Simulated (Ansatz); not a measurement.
# SiGeCl (quartet): the correlation ladder at a displaced geometry (v1), cc-pVDZ

How much of the correlation energy of SiGeCl (quartet) does each wave-function method recover here?

Method: cc-pVDZ, core rule «outside noble gas», up to 24 orbitals frozen; program: Ansatz 0.2.0, Gaussian basis.

Plan: UHF; CCSD(T) on ROHF; CCSD(T) on UHF; BCCD(T) on ROHF; CISD; CCSDT(Q) on ROHF; CCSDT(Q) on UHF; CASSCF and NEVPT2, 13 electrons in 11 orbitals.

31 further runs of the same task are left out: 15 that didn't finish, 16 set aside as unsound or not needed.

**1. The geometry**

The geometry is a PBE0/def2-TZVP stationary point (not a proven minimum) with its atoms shifted at random (size 0.040 Å). No spin-orbit coupling is included. The filled d shell of Ge may be among the frozen orbitals whatever the setting's name suggests; the logs give the count.

3 atoms, charge 0, spin multiplicity 4.

Atoms are counted from 1 here; the program's logs count them from 0.

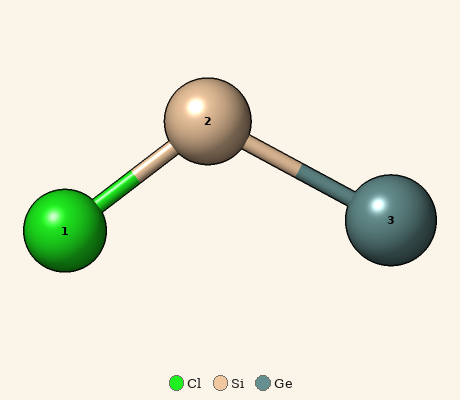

The structure; chlorine green, silicon light orange, germanium teal; atoms are numbered from 1 in the order of the file.

As a file:

```xyz
3

Cl   -0.02497   -0.44226    2.32905
Si   -0.02580    0.90246    0.74660
Ge    0.02216   -0.13308   -1.42539
```

In the tables R marks a restricted open-shell determinant and U an unrestricted one; 'valence' is the active space of 13 electrons in 11 orbitals; energies count from the table's Hartree-Fock row.

**2. UHF**

in.yaml

```yaml
crystal:
  periodic: [false, false, false]
  atoms:
    - {symbol: Cl, position_ang: [-0.024969, -0.442257, 2.329050]}
    - {symbol: Si, position_ang: [-0.025802, 0.902459, 0.746605]}
    - {symbol: Ge, position_ang: [0.022162, -0.133077, -1.425393]}
basis:
  gaussian: {orbitals: cc-pVDZ}
magnetization: {spin_polarized: true, initial_magnetization: 3}
hamiltonian: {xc: hf}
output: {orbitals: {seedname: orbitals}}
```

The run is started by

```console
$ ansatz run in.yaml --threads 1 --pin off --events-out ev --progress --plain --max-ram 2393MiB
```

Standard output:

```text
Functional definition: HF
  name "HF"
  cite "Fock, Z. Phys. 61, 126 (1930) doi:10.1007/BF01340294"
  parent pbe
  exchange = exact_x
  correlation = 0
708 factors; integrals over basis functions are off by at most 8.6e-4 eV
mean field evaluation 1: about -76837.1459 eV, gradient 8.0e0 eV
mean field evaluation 2: about -76837.2643 eV, gradient 8.2e0 eV
mean field evaluation 4: about -76838.1375 eV, gradient 1.7e0 eV
mean field evaluation 8: about -76838.2083 eV, gradient 2.4e-1 eV
mean field evaluation 16: about -76838.2116 eV, gradient 2.6e-5 eV
mean field evaluation 32: about -76837.7530 eV, gradient 1.8e0 eV
mean field evaluation 64: about -76838.1126 eV, gradient 7.0e-1 eV
mean field evaluation 96: about -76837.0472 eV, gradient 2.9e0 eV
mean field -76838.21162308 eV, -2823.7521943377 hartree, gradient 2.6e-5 eV, S^2 3.772370; 1 other end points of the search recorded, 0 dependent functions left out
reference -76838.21162308 eV, -2823.7521943377 hartree; 33, 30 occupied and 30, 33 virtual orbitals, 708 factors
Total energy: -76838.21162308 eV, -2823.7521943377 hartree
```

It took 3.3 s on 1 thread of Arm Neoverse V2, shared host.

From the report: ⟨S²⟩ of the determinant 3.772 (pure quartet: 3.75).

**3. CCSD(T) on ROHF**

in.yaml: that of step 2 with these lines changed.

```diff
@@ -8,4 +8,4 @@
   gaussian: {orbitals: cc-pVDZ}
-magnetization: {spin_polarized: true, initial_magnetization: 3}
-hamiltonian: {xc: hf}
-output: {orbitals: {seedname: orbitals}}
+magnetization: {spin_polarized: false, initial_magnetization: 3}
+correlation: {method: ccsd_t, electrons: outside_noble_gas}
+output: {forces: true}
```

Same command.

Standard output, cut to the lines that bear on the results:

```text
Functional definition: HF
  name "HF"
  cite "Fock, Z. Phys. 61, 126 (1930) doi:10.1007/BF01340294"
  parent pbe
[...]
708 factors; integrals over basis functions are off by at most 8.6e-4 eV
[...]
mean field -76838.07032261 eV, -2823.7470016411 hartree, gradient 2.4e-6 eV, S^2 3.750000; 10 other end points of the search recorded, 0 dependent functions left out
[...]
determinant -76838.07032261 eV, -2823.7470016411 hartree, with singles and doubles -76846.22285364 eV, -2824.0466016305 hartree
determinant -76836.98222930 eV, -2823.7070149496 hartree, with singles and doubles -76844.87373326 eV, -2823.9970223710 hartree
determinant -76835.17656689 eV, -2823.6406580800 hartree, with singles and doubles -76843.68320678 eV, -2823.9532713298 hartree
determinant -76834.88118097 eV, -2823.6298028475 hartree, with singles and doubles -76843.27830523 eV, -2823.9383914726 hartree
24 core orbitals not correlated: weight in the atoms' cores, before any rotation towards them, 1.000 or more for the frozen orbitals, at most 0.000 for the correlated occupied ones
reference -76838.07032261 eV, -2823.7470016411 hartree; 9, 6 occupied and 30, 33 virtual orbitals, 708 factors
second order -7.13799715 eV of doubles, -0.07329530 eV of singles
cycle   1  -8.15291802 eV  change   -3.9e-4 eV  update   2.2e-3
[...]
cycle  12  -8.15396316 eV  change    1.2e-7 eV  update   2.3e-7
perturbative correction -0.29553098 eV, -0.0108605632 hartree
[...]
Total energy: -76846.51981675 eV, -2824.0575148236 hartree
Atom 0 at    -0.024969    -0.442257     2.329050 Å, force     0.001841    -0.504406     0.484061 eV/Å
Atom 1 at    -0.025802     0.902459     0.746605 Å, force    -0.008998     0.701775    -0.212301 eV/Å
Atom 2 at     0.022162    -0.133077    -1.425393 Å, force     0.007157    -0.197370    -0.271760 eV/Å
Dipole moment:    -0.001059     0.142694    -0.098404 e Å
```

Wall time 17 s (1 thread of Arm Neoverse V2, shared host).

From the report: correlation -8.4495 eV; T1 0.023; largest double amplitude 0.10.

**4. CCSD(T) on UHF**

in.yaml: that of step 3 with these lines changed.

```diff
@@ -8,3 +8,3 @@
   gaussian: {orbitals: cc-pVDZ}
-magnetization: {spin_polarized: false, initial_magnetization: 3}
+magnetization: {spin_polarized: true, initial_magnetization: 3}
 correlation: {method: ccsd_t, electrons: outside_noble_gas}
```

Launched as before.

Standard output, cut to the lines that bear on the results:

```text
Functional definition: HF
  name "HF"
  cite "Fock, Z. Phys. 61, 126 (1930) doi:10.1007/BF01340294"
  parent pbe
[...]
708 factors; integrals over basis functions are off by at most 8.6e-4 eV
[...]
mean field -76838.21162308 eV, -2823.7521943377 hartree, gradient 2.3e-6 eV, S^2 3.772370; 10 other end points of the search recorded, 0 dependent functions left out
determinant -76838.21162308 eV, -2823.7521943377 hartree, with singles and doubles -76846.23580695 eV, -2824.0470776559 hartree
determinant -76837.27851257 eV, -2823.7179031591 hartree, with singles and doubles -76844.89837471 eV, -2823.9979279276 hartree
determinant -76836.08089497 eV, -2823.6738915239 hartree, with singles and doubles -76843.88053767 eV, -2823.9605231063 hartree
determinant -76835.33620147 eV, -2823.6465245425 hartree, with singles and doubles -76843.69763017 eV, -2823.9538013797 hartree
determinant -76835.03572976 eV, -2823.6354824108 hartree, with singles and doubles -76843.29211955 eV, -2823.9388991394 hartree
24 core orbitals not correlated: weight in the atoms' cores, before any rotation towards them, 1.000 or more for the frozen orbitals, at most 0.000 for the correlated occupied ones
reference -76838.21162308 eV, -2823.7521943377 hartree; 9, 6 occupied and 30, 33 virtual orbitals, 708 factors
second order -7.02104205 eV of doubles, -0.00000000 eV of singles
cycle   1  -8.02471926 eV  change   -5.4e-4 eV  update   2.3e-3
[...]
cycle  12  -8.02605027 eV  change    1.4e-7 eV  update   2.3e-7
perturbative correction -0.28936607 eV, -0.0106340070 hartree
[...]
Total energy: -76846.52703942 eV, -2824.0577802518 hartree
Atom 0 at    -0.024969    -0.442257     2.329050 Å, force     0.001856    -0.503684     0.482130 eV/Å
Atom 1 at    -0.025802     0.902459     0.746605 Å, force    -0.008965     0.700445    -0.213050 eV/Å
Atom 2 at     0.022162    -0.133077    -1.425393 Å, force     0.007109    -0.196761    -0.269080 eV/Å
Dipole moment:    -0.001099     0.143563    -0.096597 e Å
```

Wall time 22 s (1 thread of Arm Neoverse V2, shared host).

From the report: ⟨S²⟩ of the determinant 3.772 (pure quartet: 3.75); correlation -8.3154 eV; T1 0.022; largest double amplitude 0.09.

**5. BCCD(T) on ROHF**

in.yaml: that of step 4 with these lines changed.

```diff
@@ -8,4 +8,3 @@
   gaussian: {orbitals: cc-pVDZ}
-magnetization: {spin_polarized: true, initial_magnetization: 3}
-correlation: {method: ccsd_t, electrons: outside_noble_gas}
-output: {forces: true}
+magnetization: {spin_polarized: false, initial_magnetization: 3}
+correlation: {method: bccd_t, electrons: outside_noble_gas}
```

The command is unchanged.

Standard output, cut to the lines that bear on the results:

```text
Functional definition: HF
  name "HF"
  cite "Fock, Z. Phys. 61, 126 (1930) doi:10.1007/BF01340294"
  parent pbe
[...]
708 factors; integrals over basis functions are off by at most 8.6e-4 eV
[...]
mean field -76838.07032261 eV, -2823.7470016411 hartree, gradient 2.4e-6 eV, S^2 3.750000; 10 other end points of the search recorded, 0 dependent functions left out
[...]
determinant -76838.07032261 eV, -2823.7470016411 hartree, with singles and doubles -76846.22285364 eV, -2824.0466016305 hartree
determinant -76836.98222930 eV, -2823.7070149496 hartree, with singles and doubles -76844.87373326 eV, -2823.9970223710 hartree
determinant -76835.17656689 eV, -2823.6406580800 hartree, with singles and doubles -76843.68320678 eV, -2823.9532713298 hartree
determinant -76834.88118097 eV, -2823.6298028475 hartree, with singles and doubles -76843.27830523 eV, -2823.9383914726 hartree
24 core orbitals not correlated: weight in the atoms' cores, before any rotation towards them, 1.000 or more for the frozen orbitals, at most 0.000 for the correlated occupied ones
reference -76838.07032261 eV, -2823.7470016411 hartree; 9, 6 occupied and 30, 33 virtual orbitals, 708 factors
second order -7.13799715 eV of doubles, -0.07329530 eV of singles
cycle   1  -8.14311796 eV  change    9.4e-3 eV  update   1.1e-2
[...]
cycle  10  -8.14136076 eV  change   -2.0e-6 eV  update   1.4e-5
perturbative correction -0.31059729 eV, -0.0114142398 hartree
Total energy: -76846.52228065 eV, -2824.0576053703 hartree
```

Run time: 13 s. Hardware: 1 thread of Arm Neoverse V2, shared host.

From the report: correlation -8.4520 eV; largest double amplitude 0.09.

**6. CISD**

in.yaml: that of step 5 with these lines changed.

```diff
@@ -9,2 +9,2 @@
 magnetization: {spin_polarized: false, initial_magnetization: 3}
-correlation: {method: bccd_t, electrons: outside_noble_gas}
+correlation: {active_space: {ras: {orbitals: [6, 3, 30], electrons: 15, max_holes: 2, max_particles: 2}, fixed_orbitals: true}}
```

Launched as before.

Standard output:

```text
Functional definition: HF
  name "HF"
  cite "Fock, Z. Phys. 61, 126 (1930) doi:10.1007/BF01340294"
  parent pbe
  exchange = exact_x
  correlation = 0
708 factors; integrals over basis functions are off by at most 8.6e-4 eV
mean field evaluation 1: about -76837.1801 eV, gradient 1.1e1 eV
mean field evaluation 2: about -76837.2884 eV, gradient 1.1e1 eV
mean field evaluation 4: about -76838.0415 eV, gradient 1.4e0 eV
mean field evaluation 8: about -76838.0676 eV, gradient 1.2e-1 eV
mean field evaluation 16: about -76838.0703 eV, gradient 2.3e-6 eV
mean field evaluation 32: about -76837.0665 eV, gradient 6.3e-1 eV
mean field evaluation 64: about -76837.8937 eV, gradient 2.5e0 eV
mean field -76838.07032261 eV, -2823.7470016411 hartree, gradient 2.4e-6 eV, S^2 3.750000; 7 other end points of the search recorded, 0 dependent functions left out
reference -76838.07032261 eV, -2823.7470016411 hartree; 33, 30 occupied and 30, 33 virtual orbitals, 708 factors
state -76845.34363746 eV, -2824.0142910319 hartree
Total energy: -76845.34363746 eV, -2824.0142910319 hartree
```

Run time: 20 s. Hardware: 1 thread of Arm Neoverse V2, shared host.

From the report: 215,027 determinants.

**7. CCSDT(Q) on ROHF**

in.yaml: that of step 6 with these lines changed.

```diff
@@ -9,2 +9,2 @@
 magnetization: {spin_polarized: false, initial_magnetization: 3}
-correlation: {active_space: {ras: {orbitals: [6, 3, 30], electrons: 15, max_holes: 2, max_particles: 2}, fixed_orbitals: true}}
+correlation: {method: ccsdt_q, electrons: outside_noble_gas}
```

The command is unchanged.

Standard output, cut to the lines that bear on the results:

```text
Functional definition: HF
  name "HF"
  cite "Fock, Z. Phys. 61, 126 (1930) doi:10.1007/BF01340294"
  parent pbe
[...]
1238 factors; integrals over basis functions are off by at most 1.2e-7 eV
[...]
mean field -76838.07047359 eV, -2823.7470071896 hartree, gradient 2.4e-6 eV, S^2 3.750000; 10 other end points of the search recorded, 0 dependent functions left out
[...]
determinant -76838.07047359 eV, -2823.7470071896 hartree, with singles and doubles -76846.22301016 eV, -2824.0466073826 hartree
determinant -76836.98237349 eV, -2823.7070202484 hartree, with singles and doubles -76844.87389201 eV, -2823.9970282051 hartree
determinant -76835.17671617 eV, -2823.6406635659 hartree, with singles and doubles -76843.68337835 eV, -2823.9532776349 hartree
determinant -76834.88133030 eV, -2823.6298083355 hartree, with singles and doubles -76843.27843955 eV, -2823.9383964087 hartree
24 core orbitals not correlated: weight in the atoms' cores, before any rotation towards them, 1.000 or more for the frozen orbitals, at most 0.000 for the correlated occupied ones
reference -76838.07047359 eV, -2823.7470071896 hartree; 9, 6 occupied and 30, 33 virtual orbitals, 1238 factors
second order -7.13800198 eV of doubles, -0.07329466 eV of singles
cycle   1  -7.84703670 eV  change   -6.3e-1 eV  update   1.0e-1
[...]
cycle  19  -8.49515269 eV  change   -2.9e-7 eV  update   1.0e-6
perturbative correction -0.02442731 eV, -0.0008976871 hartree
Total energy: -76846.59005359 eV, -2824.0600959799 hartree
```

It took 65 s on 1 thread of Arm Neoverse V2, shared host; peak memory 0.87 GiB.

From the report: correlation -8.5196 eV; T1 0.025; largest double amplitude 0.12.

**8. CCSDT(Q) on UHF**

in.yaml: that of step 7 with these lines changed.

```diff
@@ -8,3 +8,3 @@
   gaussian: {orbitals: cc-pVDZ}
-magnetization: {spin_polarized: false, initial_magnetization: 3}
+magnetization: {spin_polarized: true, initial_magnetization: 3}
 correlation: {method: ccsdt_q, electrons: outside_noble_gas}
```

Launched as before.

Standard output, cut to the lines that bear on the results:

```text
Functional definition: HF
  name "HF"
  cite "Fock, Z. Phys. 61, 126 (1930) doi:10.1007/BF01340294"
  parent pbe
[...]
1238 factors; integrals over basis functions are off by at most 1.2e-7 eV
[...]
mean field -76838.21177329 eV, -2823.7521998579 hartree, gradient 2.3e-6 eV, S^2 3.772370; 10 other end points of the search recorded, 0 dependent functions left out
determinant -76838.21177329 eV, -2823.7521998579 hartree, with singles and doubles -76846.23596388 eV, -2824.0470834231 hartree
determinant -76837.27866279 eV, -2823.7179086793 hartree, with singles and doubles -76844.89853491 eV, -2823.9979338149 hartree
determinant -76836.08106008 eV, -2823.6738975917 hartree, with singles and doubles -76843.88073168 eV, -2823.9605302360 hartree
determinant -76835.33635004 eV, -2823.6465300023 hartree, with singles and doubles -76843.69778930 eV, -2823.9538072277 hartree
determinant -76835.03588038 eV, -2823.6354879461 hartree, with singles and doubles -76843.29227560 eV, -2823.9389048742 hartree
24 core orbitals not correlated: weight in the atoms' cores, before any rotation towards them, 1.000 or more for the frozen orbitals, at most 0.000 for the correlated occupied ones
reference -76838.21177329 eV, -2823.7521998579 hartree; 9, 6 occupied and 30, 33 virtual orbitals, 1238 factors
second order -7.02104716 eV of doubles, -0.00000000 eV of singles
cycle   1  -7.69173793 eV  change   -6.7e-1 eV  update   1.0e-1
[...]
cycle  20  -8.36284976 eV  change   -8.3e-7 eV  update   7.7e-7
perturbative correction -0.02610030 eV, -0.0009591684 hartree
Total energy: -76846.60072336 eV, -2824.0604880866 hartree
```

Wall time 67 s (1 thread of Arm Neoverse V2, shared host); peak memory 0.64 GiB.

From the report: ⟨S²⟩ of the determinant 3.772 (pure quartet: 3.75); correlation -8.3890 eV; T1 0.025; largest double amplitude 0.12.

**9. CASSCF and NEVPT2, 13 electrons in 11 orbitals**

in.yaml

```yaml
crystal:
  periodic: [false, false, false]
  atoms:
    - {symbol: Cl, position_ang: [-0.024969, -0.442257, 2.329050]}
    - {symbol: Si, position_ang: [-0.025802, 0.902459, 0.746605]}
    - {symbol: Ge, position_ang: [0.022162, -0.133077, -1.425393]}
basis:
  gaussian: {orbitals: cc-pVDZ}
magnetization: {spin_polarized: false, initial_magnetization: 3}
correlation: {method: sc_nevpt2, electrons: outside_noble_gas, active_space: {window: {electrons: 13, orbitals: 11}, shells: [{species: Cl, l: p, shell: 3}, {species: Ge, l: s, shell: 4}, {species: Ge, l: p, shell: 4}, {species: Si, l: s, shell: 3}, {species: Si, l: p, shell: 3}]}}
```

The command is unchanged.

Standard output, cut to the lines that bear on the results:

```text
Functional definition: HF
  name "HF"
  cite "Fock, Z. Phys. 61, 126 (1930) doi:10.1007/BF01340294"
  parent pbe
[...]
1238 factors; integrals over basis functions are off by at most 1.2e-7 eV
[...]
mean field -76838.07047359 eV, -2823.7470071896 hartree, gradient 2.4e-6 eV, S^2 3.750000; 7 other end points of the search recorded, 0 dependent functions left out
reference -76838.07047359 eV, -2823.7470071896 hartree; 33, 30 occupied and 30, 33 virtual orbitals, 1238 factors
state -76839.66896231 eV, -2823.8057505667 hartree
state -76839.66896231 eV, -2823.8057505667 hartree; corrected -76845.27690057 eV, -2824.0118384963 hartree
Total energy: -76845.27690057 eV, -2824.0118384963 hartree
Checks for a lower state left out: starts, orbital_swaps
```

Wall time 18 s (1 thread of Arm Neoverse V2, shared host); peak memory 0.27 GiB.

From the report: 38,150 determinants; active occupations 2.00, 1.99, 1.99, 1.98, 1.93, 1.02, 1.00, 0.98, 0.06, 0.03, 0.02.

**10. How many determinants matter**

Natural occupations of the CASSCF valence state about the gap (report; correlated orbitals 2 to 11): 1.993, 1.985, 1.980, 1.928, 1.017, 0.999, 0.980, 0.064, 0.035, 0.025. The count of effectively unpaired electrons, Σ n²(2 − n)², is 3.04; a single determinant of this spin has 3.

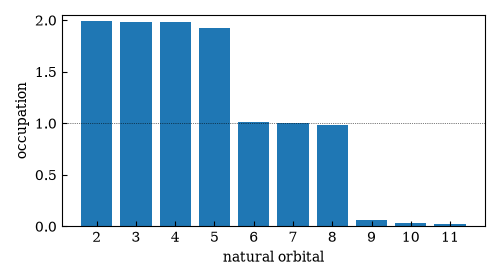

Natural occupations of the CASSCF valence state.

**11. Misses and costs**

The yardstick is UCCSDT(Q), where the cluster series has nearly closed. Rows without a time come out of other runs: HF, MP2 and CCSD of CCSD(T), CCSDT of CCSDT(Q), CASSCF and MRCISD of the multireference runs. The times of RCCSD(T), UCCSD(T) include forces.

Differences are taken before rounding.

```csv
method,energy from the lowest RHF (meV),from UCCSDT(Q) (meV),time
RHF,0.0,+8530.4,
UHF,-141.3,+8389.1,
RMP2,-7211.3,+1319.1,
UMP2,-7162.3,+1368.1,
CISD,-7273.3,+1257.1,20 s
RCCSD,-8154.0,+376.4,
UCCSD,-8167.4,+363.1,
RCCSD(T),-8449.5,+80.9,17 s
UCCSD(T),-8456.7,+73.7,22 s
BCCD(T),-8452.0,+78.4,13 s
RCCSDT,-8495.3,+35.1,
UCCSDT,-8504.3,+26.1,
RCCSDT(Q),-8519.7,+10.7,65 s
UCCSDT(Q),-8530.4,0,67 s
CASSCF valence,-1598.6,+6931.8,
NEVPT2 valence,-7206.6,+1323.8,18 s
```

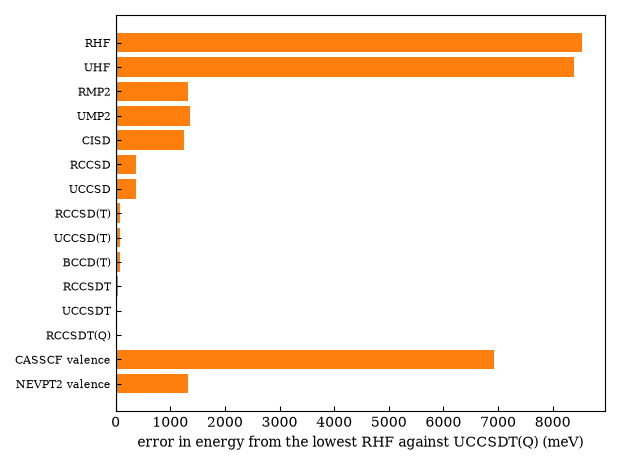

Error of each method against UCCSDT(Q).

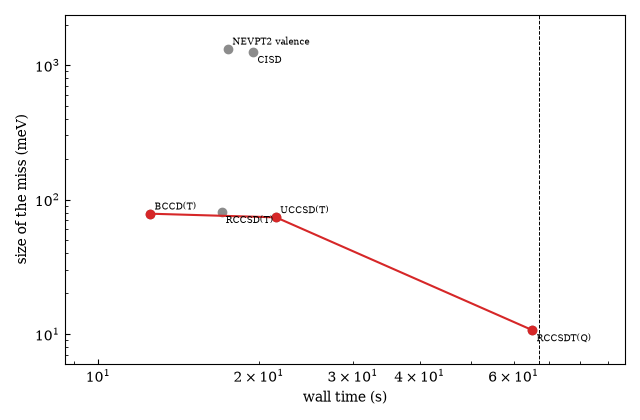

Miss against cost. Red marks the levels that no quicker level drawn beats (of those quicker than the yardstick), and the dashed line is the time of UCCSDT(Q). Times are from a shared host.

**12. Summary of results**

| quantity | value |
| --- | --- |
| UCCSDT(Q) below the RHF energy | -8.5304 eV |
| RMP2 from UCCSDT(Q) | +1319.1 meV |
| UMP2 from UCCSDT(Q) | +1368.1 meV |
| RCCSD from UCCSDT(Q) | +376.4 meV |
| RCCSD(T) from UCCSDT(Q) | +80.9 meV |
| UCCSD(T) from UCCSDT(Q) | +73.7 meV |
| RCCSDT(Q) from UCCSDT(Q) | +10.7 meV |
| NEVPT2 valence from UCCSDT(Q) | +1323.8 meV |
| levels within 1 kcal/mol (43 meV) | RCCSDT, UCCSDT, RCCSDT(Q) |
| T1 diagnostic | 0.023 |
| effectively unpaired electrons | 3.04 |

**Reading.** RCCSD(T) misses by +80.9 meV, 0.9 % of the correlation energy. One determinant dominates. These misses are within one basis, not against nature; the frozen cores of restricted and unrestricted runs differ, which can shift their rows.

For cost: RCCSDT(Q) gets within 10.7 meV in 65 s, where UCCSDT(Q) took 67 s; the quickest level in the cost chart, BCCD(T), takes 13 s and misses by 78.4 meV.
